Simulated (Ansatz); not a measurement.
**Geometry relaxation of WNH4ClF3 (part 2 of 2)**

Continued. System: WNH4ClF3, multiplicity 2. Method: UKS PBE/def2-SVP (Ansatz 0.2.0). It belongs to a series of runs on one base structure; here: end point A relaxed.

Geometry of the input (Å):
```
W  0.0843  0.0139  0.0584
Cl 0.2858  -0.6251  2.3322
F  1.5411  -1.0667  -0.3557
F  -0.8651  1.4833  0.6961
H  -1.1896  -0.1636  -1.0356
H  -0.7815  -1.4328  0.1616
F  0.7342  1.0500  -1.3911
N  0.5539  0.3255  5.0921
H  -0.0327  -0.4847  5.4030
H  -0.2004  1.0301  4.8990
```

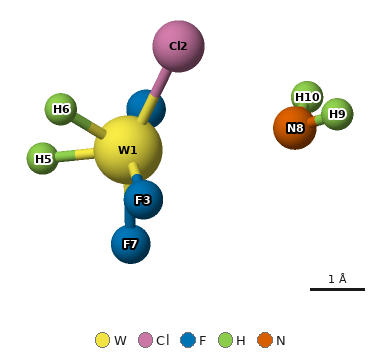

**Figure 1.** The geometry at step 21 of the log (ball-and-stick view, seen at a tilt; atoms are numbered from 1 in the order of the input).

## Trajectory as extended XYZ, continued
```
10
Properties=species:S:1:pos:R:3:forces:R:3 step=10 energy=-24031.12322 accepted=F
W     0.0976   -0.0414    0.0688   -0.2338  -0.0083   0.1269
Cl    0.2241   -0.8769    2.2320    0.0028   0.0121   0.0068
F     1.5638   -1.0818   -0.4124    0.0541  -0.0301  -0.0855
F    -0.8276    1.3919    0.8218    0.0318   0.0526   0.0534
H    -1.2105   -0.0473   -0.9960    0.0067  -0.0599  -0.0547
H    -0.7851   -1.4827   -0.0057    0.0647   0.0227  -0.0242
F     0.7462    1.1103   -1.2870    0.0708   0.0027  -0.0065
N     0.5424    0.4589    5.0663   -0.0072  -0.0254   0.0043
H     0.0605   -0.3897    5.4475    0.0192   0.0291  -0.0160
H    -0.2812    1.0888    4.9247   -0.0091   0.0044  -0.0046
10
Properties=species:S:1:pos:R:3:forces:R:3 step=11 energy=-24031.12629
W     0.0931   -0.0365    0.0722   -0.0136   0.0106   0.0165
Cl    0.2569   -0.8550    2.2373   -0.0034  -0.0125   0.0046
F     1.5467   -1.0851   -0.4376    0.0015   0.0014  -0.0111
F    -0.8087    1.4108    0.8305    0.0041  -0.0064   0.0014
H    -1.2180   -0.0680   -0.9916   -0.0035  -0.0014  -0.0077
H    -0.7753   -1.4841    0.0119    0.0046   0.0019  -0.0018
F     0.7459    1.1071   -1.2906    0.0080  -0.0027   0.0098
N     0.5323    0.4479    5.0632   -0.0178  -0.0075   0.0029
H     0.0410   -0.3956    5.4437    0.0127   0.0318  -0.0158
H    -0.2838    1.0884    4.9210    0.0075  -0.0152   0.0012
10
Properties=species:S:1:pos:R:3:forces:R:3 step=12 energy=-24031.12983
W     0.0940   -0.0492    0.0976   -0.0969  -0.0233   0.0446
Cl    0.2221   -0.9462    2.2380   -0.0041   0.0046  -0.0325
F     1.5486   -1.0857   -0.4285    0.0273  -0.0123  -0.0251
F    -0.8115    1.3741    0.8944    0.0063   0.0071   0.0158
H    -1.2070   -0.0398   -0.9787    0.0092   0.0073  -0.0155
H    -0.7875   -1.4871   -0.0231    0.0385   0.0200   0.0106
F     0.7606    1.1370   -1.2217    0.0163  -0.0126   0.0195
N     0.5368    0.4956    5.0149   -0.0406   0.0187  -0.0121
H     0.0823   -0.3654    5.4005    0.0130   0.0128  -0.0065
H    -0.3085    1.0967    4.8666    0.0310  -0.0223   0.0013
10
Properties=species:S:1:pos:R:3:forces:R:3 step=13 energy=-24031.13669
W     0.0880   -0.0691    0.1402   -0.0774   0.0139   0.0806
Cl    0.1682   -1.0822    2.2394   -0.0220   0.0468  -0.1238
F     1.5446   -1.0891   -0.4068    0.0406  -0.0112  -0.0326
F    -0.8219    1.3178    0.9937    0.0183  -0.0237   0.0025
H    -1.1825    0.0133   -0.9709    0.0080  -0.0332   0.0158
H    -0.8026   -1.4952   -0.0648    0.0362   0.0738  -0.0012
F     0.7888    1.1808   -1.1052   -0.0094  -0.0767   0.0844
N     0.5408    0.5643    4.9103   -0.1937   0.0479  -0.0125
H     0.1599   -0.3150    5.3359    0.0430   0.0463  -0.0233
H    -0.3534    1.1045    4.7882    0.1563  -0.0838   0.0102
10
Properties=species:S:1:pos:R:3:forces:R:3 step=14 energy=-24031.13770
W     0.0859   -0.0886    0.2016   -0.1959   0.0039   0.0752
Cl    0.0796   -1.2568    2.2377   -0.0101   0.1559  -0.2856
F     1.5444   -1.0892   -0.3733    0.0269   0.0061  -0.0122
F    -0.8309    1.2528    1.1219    0.0659  -0.1125  -0.0502
H    -1.1543    0.0584   -0.9431    0.0937   0.0227   0.0602
H    -0.8261   -1.4876   -0.1171    0.1148   0.1489   0.0462
F     0.8339    1.2371   -0.9472   -0.1059  -0.2376   0.2079
N     0.5391    0.6444    4.7356   -0.6762  -0.2314   0.2368
H     0.2786   -0.2408    5.2652    0.1661   0.4906  -0.2977
H    -0.4203    1.1004    4.6787    0.5206  -0.2468   0.0193
10
Properties=species:S:1:pos:R:3:forces:R:3 step=15 energy=-24031.15168
W     0.0830   -0.0943    0.2145   -0.1541  -0.0002   0.1670
Cl    0.0431   -1.2724    2.2345   -0.0179   0.0731  -0.1750
F     1.5436   -1.1009   -0.3427    0.0626  -0.0298  -0.0407
F    -0.8377    1.2420    1.1315    0.0219  -0.0261  -0.0058
H    -1.1339    0.0928   -0.9430    0.0172  -0.0369   0.0190
H    -0.8345   -1.4786   -0.1217    0.0578   0.0811  -0.0088
F     0.8527    1.2275   -0.9111   -0.0052  -0.0823   0.0853
N     0.5095    0.6600    4.6460   -0.5901  -0.1945   0.3237
H     0.3782   -0.2039    5.2485    0.1080   0.4000  -0.3020
H    -0.4740    1.0579    4.7036    0.4997  -0.1843  -0.0629
10
Properties=species:S:1:pos:R:3:forces:R:3 step=16 energy=-24031.18437
W     0.0478   -0.1060    0.2792    0.1157   0.0017  -0.2266
Cl   -0.1354   -1.3618    2.2226   -0.0292  -0.0364   0.0645
F     1.5623   -1.0708   -0.2253   -0.0507  -0.0091   0.0600
F    -0.9438    1.1997    1.1609   -0.0569   0.0140   0.0693
H    -1.0828    0.1041   -0.9585    0.0051  -0.0014   0.0366
H    -0.8095   -1.4832   -0.1923    0.0146   0.0204   0.0052
F     0.8891    1.2533   -0.7415   -0.0108   0.0016   0.0591
N     0.5512    0.7072    4.5530   -0.1248  -0.0392  -0.0020
H     0.4886   -0.1636    5.1341    0.0287   0.0848  -0.0561
H    -0.4375    1.0512    4.6277    0.1083  -0.0364  -0.0101
10
Properties=species:S:1:pos:R:3:forces:R:3 step=17 energy=-24031.21392
W     0.0280   -0.1138    0.3315    0.1469   0.0209  -0.0883
Cl   -0.2789   -1.4354    2.2186   -0.0087  -0.0744  -0.0213
F     1.5807   -1.0567   -0.1114   -0.1490   0.0469   0.0750
F    -1.0286    1.1415    1.2179   -0.0100   0.0041  -0.0461
H    -1.0524    0.1247   -0.9480    0.0665   0.0437   0.0369
H    -0.7823   -1.4833   -0.2484    0.0580   0.0651   0.0309
F     0.9264    1.2929   -0.5783   -0.1307  -0.1276   0.1028
N     0.5550    0.6915    4.3593   -0.1798  -0.1076   0.1717
H     0.5829   -0.1039    5.0476    0.0682   0.1499  -0.1791
H    -0.4009    1.0726    4.5712    0.1386  -0.0211  -0.0825
10
Properties=species:S:1:pos:R:3:forces:R:3 step=18 energy=-24031.24785
W     0.0023   -0.1207    0.4048    0.1575   0.0309  -0.2272
Cl   -0.4212   -1.5534    2.1955   -0.0387   0.0556  -0.0573
F     1.5892   -1.0453    0.0270   -0.2572   0.1501   0.1002
F    -1.1239    1.1081    1.2507    0.0808  -0.1655  -0.0470
H    -0.9873    0.1851   -0.9408    0.0943  -0.1027   0.1381
H    -0.7478   -1.4865   -0.2742    0.0582   0.2204   0.0215
F     0.9410    1.3141   -0.4259   -0.1401  -0.2153   0.2167
N     0.5382    0.6752    4.1641   -0.2837  -0.2209   0.6009
H     0.7053   -0.0351    4.9359    0.0429   0.3161  -0.4966
H    -0.3658    1.0883    4.5229    0.2859  -0.0686  -0.2493
10
Properties=species:S:1:pos:R:3:forces:R:3 step=19 energy=-24031.30315
W    -0.0074   -0.1305    0.4731   -0.0933   0.0283  -0.1659
Cl   -0.5596   -1.6081    2.1995    0.0249  -0.0193  -0.1410
F     1.6067   -1.0350    0.1598   -0.3210   0.1222   0.0911
F    -1.2017    1.0464    1.3041    0.1174  -0.1159  -0.1713
H    -0.9403    0.1580   -0.9170    0.2036   0.1761   0.1640
H    -0.7455   -1.4296   -0.3465    0.2224   0.0687   0.2791
F     0.9693    1.3425   -0.2435   -0.2105  -0.2559   0.1737
N     0.5347    0.6899    4.0144   -0.0452  -0.2607   0.4027
H     0.8132    0.0072    4.7752   -0.0548   0.2973  -0.4478
H    -0.3394    1.0891    4.4408    0.1566  -0.0407  -0.1845
10
Properties=species:S:1:pos:R:3:forces:R:3 step=20 energy=-24031.39924
W    -0.0436   -0.1303    0.5417    0.2787   0.2289   0.2153
Cl   -0.6696   -1.6797    2.1856    0.0197   0.0454  -0.0843
F     1.5857   -1.0243    0.2900   -0.3153   0.1386   0.1000
F    -1.2960    1.0130    1.3346    0.1241  -0.1656  -0.2043
H    -0.8604    0.2680   -0.8971    0.0814  -0.2344   0.1579
H    -0.6882   -1.4808   -0.2773    0.0378   0.3677  -0.0433
F     0.9725    1.3637   -0.0758   -0.2697  -0.3243   0.1972
N     0.5446    0.6865    3.8553    0.1672  -0.2477  -0.1179
H     0.8899    0.0283    4.5966   -0.0391   0.1381  -0.2130
H    -0.3050    1.0855    4.3063   -0.0848   0.0532  -0.0076
10
Properties=species:S:1:pos:R:3:forces:R:3 step=21 energy=-24031.54892
W    -0.0495   -0.1139    0.6389    0.0098   0.1888  -0.0036
Cl   -0.7240   -1.7289    2.1974   -0.1152  -0.0033   0.0488
F     1.5827   -1.0041    0.4277   -0.1220   0.1218   0.0441
F    -1.3559    1.0193    1.3557    0.0374  -0.2056  -0.0946
H    -0.8123    0.2388   -0.8390    0.1384  -0.0504   0.2010
H    -0.6699   -1.4141   -0.2665    0.0925   0.2132   0.1413
F     0.9633    1.3851    0.0396   -0.1001  -0.2014   0.1954
N     0.5212    0.6101    3.6774    0.0355  -0.1092   0.0642
H     0.9404    0.0434    4.4580   -0.0513   0.1029  -0.3842
H    -0.2660    1.0943    4.1708    0.0750  -0.0569  -0.2123
10
Properties=species:S:1:pos:R:3:forces:R:3 step=22 energy=-24031.75198
W    -0.0538   -0.1020    0.7358   -0.0672   0.3643   0.1046
Cl   -0.7977   -1.7523    2.2294   -0.1135  -0.0726   0.1740
F     1.5836   -0.9784    0.5468    0.0084   0.0192   0.0560
F    -1.4177    1.0058    1.3884   -0.0068  -0.1909  -0.0989
H    -0.7546    0.2399   -0.7741    0.1224  -0.0172   0.1995
H    -0.6386   -1.3772   -0.2187    0.0563   0.1273   0.1477
F     0.9586    1.4059    0.1711   -0.0013  -0.0604   0.1624
N     0.5240    0.5855    3.5002   -0.1447  -0.1388  -0.0659
H     0.9696    0.0239    4.2642    0.0350   0.0240  -0.3716
H    -0.2433    1.0788    4.0167    0.1114  -0.0548  -0.3078
10
Properties=species:S:1:pos:R:3:forces:R:3 step=23 energy=-24032.00817
W    -0.0530   -0.0854    0.8302   -0.0974   0.5368   0.2548
Cl   -0.8599   -1.7600    2.2769   -0.0937  -0.1570   0.2768
F     1.5882   -0.9503    0.6538    0.1054  -0.0943   0.0761
F    -1.4773    0.9915    1.4156    0.0022  -0.1852  -0.1386
H    -0.6978    0.2479   -0.7067    0.0693  -0.0318   0.1586
H    -0.6079   -1.3447   -0.1572   -0.0123   0.0732   0.0948
F     0.9598    1.4280    0.2921    0.0759   0.0871   0.1330
N     0.4968    0.5295    3.3155   -0.2420  -0.0520   0.1852
H     1.0001    0.0065    4.0717    0.0313  -0.0352  -0.5341
H    -0.2188    1.0670    3.8681    0.1613  -0.1417  -0.5065
10
Properties=species:S:1:pos:R:3:forces:R:3 step=24 energy=-24032.22927
W    -0.0503   -0.0631    0.9113   -0.0010   0.5406   0.0925
Cl   -0.9003   -1.7545    2.3414   -0.0232  -0.1438   0.3249
F     1.5921   -0.9285    0.7551    0.1246  -0.1679   0.0655
F    -1.5392    0.9715    1.4210    0.0585  -0.1821  -0.1105
H    -0.6509    0.2542   -0.6462   -0.0028  -0.0039   0.0199
H    -0.5900   -1.3116   -0.0958   -0.0876   0.0133   0.0047
F     0.9722    1.4551    0.4066    0.0686   0.1340   0.0573
N     0.4826    0.4983    3.1576   -0.2353  -0.1144   0.4513
H     1.0190   -0.0308    3.8811    0.0485  -0.0588  -0.5150
H    -0.2052    1.0394    3.7278    0.0497  -0.0171  -0.3905
10
Properties=species:S:1:pos:R:3:forces:R:3 step=25 energy=-24032.31252
W    -0.0365   -0.0271    0.9456    0.0396   0.3841  -0.0869
Cl   -0.8325   -1.7106    2.4821   -0.1777  -0.2519   0.0667
F     1.5844   -0.9486    0.8407    0.0483  -0.0056  -0.0552
F    -1.5890    0.9474    1.3933    0.1839  -0.2714  -0.0914
H    -0.6194    0.2781   -0.6252   -0.0311   0.0257  -0.1117
H    -0.6071   -1.2701   -0.0580   -0.1621  -0.0525  -0.0106
F     1.0055    1.4916    0.4749    0.0370  -0.0475  -0.0621
N     0.4121    0.4469    3.0540    0.1590   0.2309   0.8357
H     1.0202   -0.0955    3.6972   -0.0022  -0.0207  -0.3199
H    -0.2078    1.0180    3.6555   -0.0947   0.0087  -0.1646
10
Properties=species:S:1:pos:R:3:forces:R:3 step=26 energy=-24032.34589
W    -0.0178   -0.0124    0.9471   -0.1908   0.0916  -0.1504
Cl   -0.8653   -1.7178    2.4854    0.1088   0.0397  -0.0051
F     1.5943   -0.9521    0.8445   -0.0477  -0.0248  -0.0112
F    -1.5986    0.9115    1.3775    0.1963  -0.1211  -0.0549
H    -0.6025    0.2893   -0.6326    0.0250  -0.0329   0.0378
H    -0.6394   -1.2544   -0.0401   -0.0341   0.0674   0.0399
F     1.0320    1.4883    0.4369    0.0084  -0.0392   0.0363
N     0.4193    0.4799    3.0771   -0.3439   0.2679   0.1194
H     1.0553   -0.0708    3.6629    0.2630  -0.2266   0.1156
H    -0.2473    0.9684    3.7014    0.0150  -0.0219  -0.1275
10
Properties=species:S:1:pos:R:3:forces:R:3 step=27 energy=-24032.35609
W    -0.0099   -0.0090    0.9445   -0.0097   0.0749   0.1041
Cl   -0.8293   -1.7134    2.5024    0.0725   0.0080  -0.0348
F     1.5911   -0.9670    0.8262   -0.0713  -0.0182  -0.0216
F    -1.5899    0.9022    1.3774    0.0533  -0.0439  -0.0660
H    -0.5959    0.2752   -0.6316    0.0190   0.0639  -0.0355
H    -0.6724   -1.2237   -0.0399   -0.0440  -0.0636   0.0326
F     1.0539    1.4822    0.4388    0.0072  -0.0056  -0.0229
N     0.4089    0.5000    3.0828   -0.1410   0.0280   0.0149
H     1.0541   -0.0661    3.6520    0.1121  -0.0520   0.0676
H    -0.2806    0.9497    3.7074    0.0019   0.0085  -0.0383
10
Properties=species:S:1:pos:R:3:forces:R:3 step=28 energy=-24032.36356
W    -0.0021    0.0024    0.9453    0.1541  -0.1272   0.0173
Cl   -0.7660   -1.7299    2.5040   -0.0255   0.0259   0.0328
F     1.5667   -1.0056    0.8021   -0.0500   0.0660  -0.0588
F    -1.5891    0.8965    1.3548   -0.0911   0.0195   0.0422
H    -0.5713    0.3067   -0.6322   -0.0030  -0.0128  -0.0270
H    -0.7243   -1.2083   -0.0037   -0.0098   0.0173  -0.0064
F     1.0894    1.4675    0.4231    0.0418   0.0050   0.0421
N     0.3808    0.5096    3.0963    0.1016  -0.0999  -0.0041
H     1.0791   -0.0250    3.6475   -0.1713   0.1490  -0.0473
H    -0.3333    0.9160    3.7228    0.0532  -0.0429   0.0092
10
Properties=species:S:1:pos:R:3:forces:R:3 step=29 energy=-24032.36916
W     0.0192   -0.0123    0.9549    0.2187  -0.0800   0.2054
Cl   -0.6916   -1.7519    2.5276    0.0016  -0.0263  -0.0090
F     1.5305   -1.0594    0.6229   -0.0983   0.0413   0.0453
F    -1.5911    0.8475    1.3693   -0.0216   0.0166  -0.1548
H    -0.5091    0.3228   -0.6296   -0.0910   0.0083   0.0273
H    -0.7873   -1.1836    0.0281   -0.0573   0.0246  -0.0650
F     1.1448    1.4512    0.4952   -0.0225   0.0397  -0.0228
N     0.3438    0.5299    3.1013    0.0792  -0.0152  -0.0349
H     1.0445    0.0361    3.6766    0.0151   0.0231   0.0406
H    -0.3737    0.9496    3.7137   -0.0238  -0.0322  -0.0321
10
Properties=species:S:1:pos:R:3:forces:R:3 step=30 energy=-24032.37643
W     0.0295   -0.0156    0.9634    0.1284  -0.1147   0.0199
Cl   -0.6757   -1.7577    2.5386   -0.0057  -0.0053  -0.0223
F     1.5253   -1.0792    0.6061   -0.1381   0.0828   0.0252
F    -1.5933    0.8406    1.3417    0.0334   0.0033  -0.0084
H    -0.5168    0.3230   -0.6161    0.0198   0.0184   0.0347
H    -0.8104   -1.1558    0.0211   -0.0032  -0.0013   0.0111
F     1.1608    1.4465    0.5083   -0.0223   0.0140  -0.0328
N     0.3456    0.5325    3.1029   -0.0506   0.0293  -0.0198
H     1.0608    0.0723    3.6874    0.0267  -0.0007   0.0222
H    -0.3957    0.9234    3.7067    0.0115  -0.0258  -0.0298
10
Properties=species:S:1:pos:R:3:forces:R:3 step=31 energy=-24032.37820
W     0.0467   -0.0233    0.9717    0.0327  -0.0112  -0.0392
Cl   -0.6415   -1.7679    2.5450   -0.0116  -0.0330   0.0058
F     1.5074   -1.1035    0.5465   -0.0445   0.0402   0.0180
F    -1.5799    0.8312    1.3412   -0.0119   0.0255   0.0017
H    -0.5030    0.3285   -0.6015    0.0304   0.0128   0.0275
H    -0.8332   -1.1352    0.0360   -0.0154  -0.0315   0.0170
F     1.1793    1.4387    0.5148    0.0042   0.0118  -0.0112
N     0.3312    0.5450    3.1066   -0.0008  -0.0190  -0.0282
H     1.0495    0.0997    3.6992    0.0280   0.0123   0.0274
H    -0.4265    0.9167    3.7006   -0.0112  -0.0079  -0.0188
10
Properties=species:S:1:pos:R:3:forces:R:3 step=32 energy=-24032.37956
W     0.0490   -0.0241    0.9723   -0.0034  -0.0167  -0.0284
Cl   -0.6392   -1.7732    2.5428   -0.0010  -0.0070   0.0147
F     1.5015   -1.1087    0.5407    0.0001   0.0095  -0.0006
F    -1.5752    0.8368    1.3401   -0.0096   0.0185   0.0136
H    -0.4960    0.3349   -0.5988    0.0123   0.0008   0.0021
H    -0.8437   -1.1350    0.0463   -0.0018  -0.0031  -0.0001
F     1.1845    1.4362    0.5146    0.0060   0.0043  -0.0002
N     0.3296    0.5435    3.1054   -0.0054  -0.0184   0.0254
H     1.0616    0.1241    3.7024   -0.0175   0.0245  -0.0105
H    -0.4421    0.8955    3.6943    0.0201  -0.0124  -0.0160
```

## Key numbers

| quantity | value |
| --- | --- |
| outcome | converged |
| total energy | −24032.3796 eV |
| mean-field energy | −24032.3796 eV |
| ⟨S²⟩ | 0.754 |
| largest force (length of the vector) at the end | 0.033 eV/Å |
| hardware | 4 threads of Intel Xeon (Sapphire Rapids), 32 GiB of memory available, shared host |
| wall time | 63 s (CPU time 3.9 min) |
| peak memory | 0.27 GiB |
